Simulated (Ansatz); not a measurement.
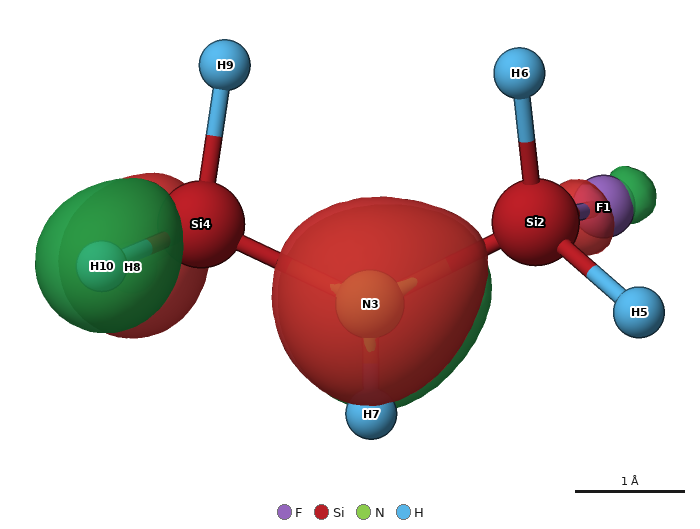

*FH$_{6}$NSi$_{2}$. The HOMO at ±0.15 Å⁻³ᐟ² (green and red are the two phases), seen across its widest extent.*

Geometry: PBE0-D4/def2-TZVP.

Level of theory: RKS PBE0-D4/def2-TZVPP (Ansatz 0.2.0).

```xyz
10

F    -2.1810    0.4001   -1.2568
Si   -0.7645    1.0237   -0.8452
N     0.3976   -0.1713   -0.4822
Si    0.6990   -0.9428    1.0404
H    -0.3095    1.8091   -2.0147
H    -1.0017    1.8411    0.3634
H     0.9033   -0.5437   -1.2746
H     0.3392   -2.3856    1.0144
H    -0.1347   -0.2407    2.0466
H     2.1353   -0.8408    1.4117
```

> Where does this orbital lie, and at what energy?

Its weight (Hirshfeld) is mainly on N3 (about 50 %), Si4 (about 15 %), H8 (about 10 %) and H10 (about 10 %). Its energy is −8.13 eV.
